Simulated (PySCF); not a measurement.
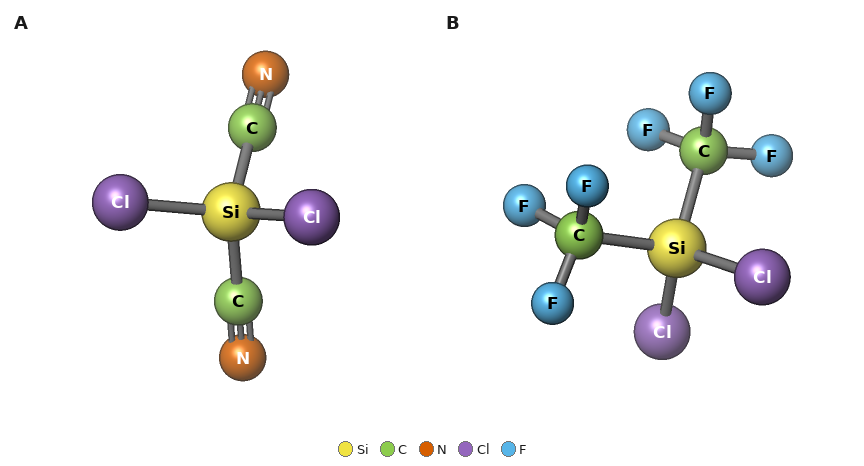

Two related species, optimised with PBE0-D3(BJ)/def2-SVP; properties computed with PySCF 2.14.0. Both: charge 0, singlet.

Question: What are A and B?

Answer: A is Si(CN)2Cl2 (N#C[Si](Cl)(Cl)C#N), B is Si(CF3)2Cl2 (FC(F)(F)[Si](Cl)(Cl)C(F)(F)F).

Compare them. With PBE0/def2-SVPD: dipole moment (D), HOMO–LUMO gap (eV), HOMO energy (Kohn–Sham orbital) (eV), lowest vertical singlet excitation (eV), mean static polarisability (bohr³). With B3LYP/pcSseg-1: shielding of Si (ppm). With PBE0/pcSseg-1: Hirshfeld charge of Si (e), IAO charge of Si (e). With PBE0-D3(BJ)/def2-SVP: mean Si–C length (Å), mean Si–Cl length (Å).

```
                               quantity       A      B
                      dipole moment (D)    2.66   1.10
                     HOMO–LUMO gap (eV)    8.03   8.81
   HOMO energy (Kohn–Sham orbital) (eV)  −10.47  −9.77
lowest vertical singlet excitation (eV)    6.46   7.38
     mean static polarisability (bohr³)    78.4   79.6
                  shielding of Si (ppm)   393.5  345.6
             Hirshfeld charge of Si (e)    0.45   0.33
                   IAO charge of Si (e)    1.09   1.00
                   mean Si–C length (Å)   1.837  1.929
                  mean Si–Cl length (Å)   2.027  2.033
```

Each is one conformer, and no frequency run is at hand to confirm it as a minimum.
